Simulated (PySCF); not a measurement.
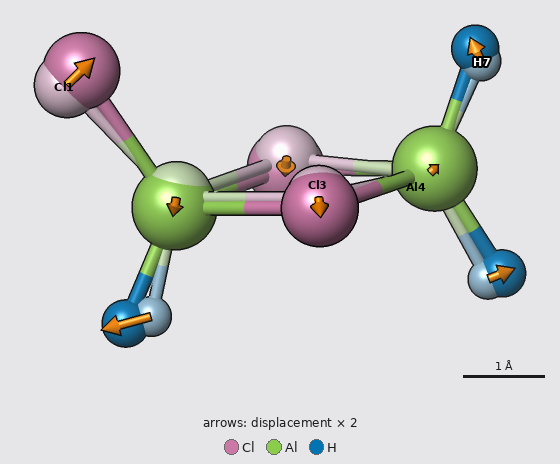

This is a relaxation of Al2H3Cl3. The starting structure is drawn faded, the final one solid; orange arrows show the displacements, 2 times their true length. The two geometries are superimposed by the best rigid fit.

Style: ball-and-stick. Shown at a tilt.

The start comes from GFN2-xTB. Its atoms were then displaced at random by about 0.01 Å.

These are results of PBE0-D3(BJ)/def2-SVP geometry optimisation, gas phase (PySCF 2.14.0, density-fitted response routines), not measurements. 

> What did the optimiser do to the structure, and how much energy did it gain?

An H atom moves most after the best rigid fit: 0.33 Å. Largest moves by element: H 0.33 Å, Cl 0.25 Å, Al 0.13 Å. Near-neighbour distances that change, for instance: Al–Cl 2.211 → 2.322 Å, Al–Cl 1.987 → 2.098 Å, Al–Cl 2.209 → 2.290 Å, Al–Cl 2.228 → 2.296 Å. Among the angles between lasting bonds that change: Cl–Al–H 103.8° → 111.4°, Cl–Al–Cl 114.6° → 107.1°, Cl–Al–H 103.7° → 110.1°. The energy falls by 9.75 kcal/mol in 12 geometry steps. Cost: 61 s on 1 thread of Arm Neoverse V1, with other jobs on the host.
